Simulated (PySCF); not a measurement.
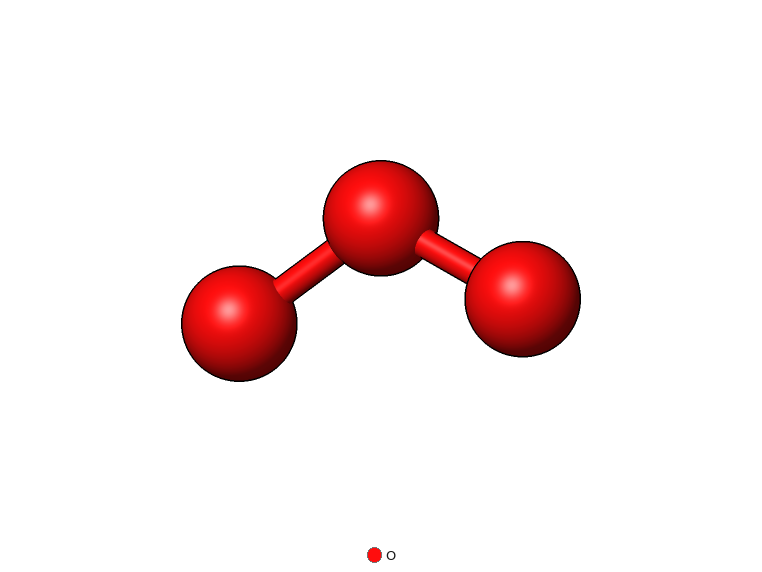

The picture shows a molecular structure as a ball-and-stick model.

The computed structure is the end point of a PBE0-D3(BJ)/def2-TZVP optimisation. No frequency run is at hand to confirm it as a minimum.

**Give the formula.**

O₃, 3 atoms: 3 oxygen.

**What is the point group of this geometry?**

C2v.

**How many bonds of each kind are drawn?**

2 O–O.

The parts below concern this one geometry. Atoms keep their numbers from picture to picture.

Shape

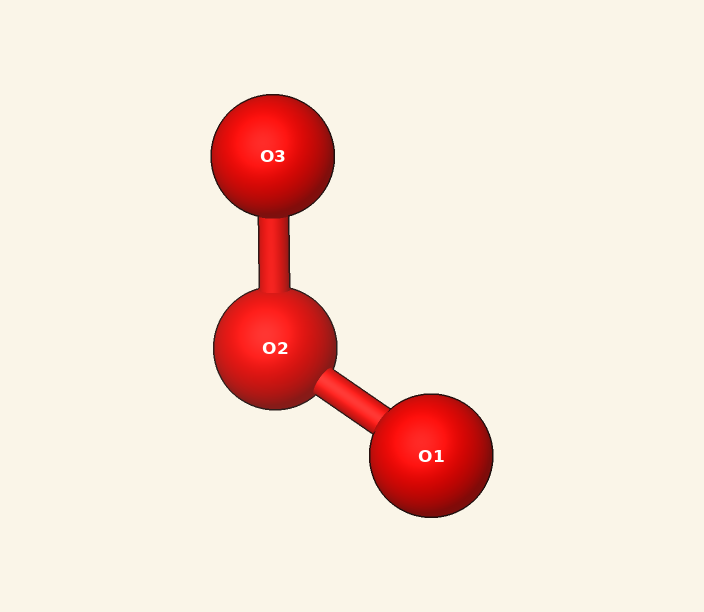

Atoms carry their numbers in the input. No frequency run is at hand to confirm it as a minimum.

Give the bond lengths.

```csv
bond,length (Å),order
O1–O2,1.238,delocalised
O2–O3,1.238,delocalised
```

NMR shielding

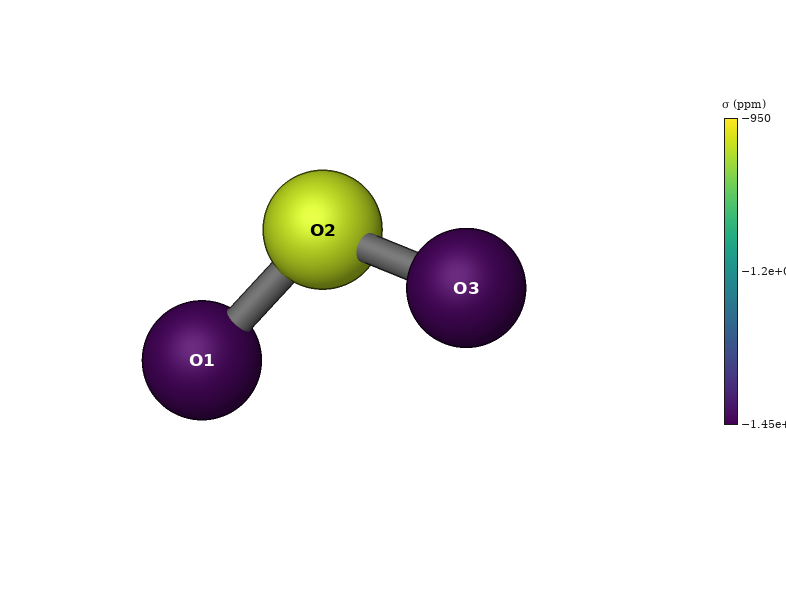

Atoms are coloured by their isotropic NMR shieldings (O only, the others grey). No frequency run is at hand to confirm it as a minimum. Properties computed with GIAO WP04/pcSseg-2 NMR shielding, non-relativistic, IEF-PCM chloroform (PySCF 2.14.0).

List the isotropic NMR shieldings of the O atoms.

```tsv
atom	σ (ppm)
O1	−1440.6
O2	−996.3
O3	−1440.6
```

Levels of theory compared

No frequency run is at hand to confirm it as a minimum. Program: PySCF 2.14.0.

At this fixed geometry, give dipole (D), HOMO energy (eV) at these levels: B97-2/pcSseg-2; CAM-B3LYP/aug-cc-pVTZ; KT3/pcSseg-2; PBE0/aug-cc-pVTZ; PBE0/pcSseg-2; WP04/pcSseg-2 in chloroform (IEF-PCM); ωB97X-D/aug-cc-pVTZ; ωB97X-D/pcSseg-2; ωB97X-D/pcSseg-2 in chloroform (IEF-PCM).

| level | dipole (D) | HOMO energy (eV) |
| --- | --- | --- |
| B97-2/pcSseg-2 | 0.69 | −9.40 |
| CAM-B3LYP/aug-cc-pVTZ | 0.70 | −11.38 |
| KT3/pcSseg-2 | 0.64 | −7.99 |
| PBE0/aug-cc-pVTZ | 0.68 | −9.74 |
| PBE0/pcSseg-2 | 0.70 | −9.72 |
| WP04/pcSseg-2 in chloroform (IEF-PCM) | 0.73 | −10.88 |
| ωB97X-D/aug-cc-pVTZ | 0.70 | −11.70 |
| ωB97X-D/pcSseg-2 | 0.72 | −11.69 |
| ωB97X-D/pcSseg-2 in chloroform (IEF-PCM) | 0.82 | −11.62 |

Core levels

No frequency run is at hand to confirm it as a minimum. Properties computed with delta-SCF UKS SCAN, pcX-3 on the ionised atom, pcseg-2 elsewhere, spin-free X2C (PySCF 2.14.0).

Give the core-electron binding energies (to vacuum) of O1 1s, O2 1s.

```
atom  level  binding energy (eV)
  O1     1s                541.4
  O2     1s                547.2
```
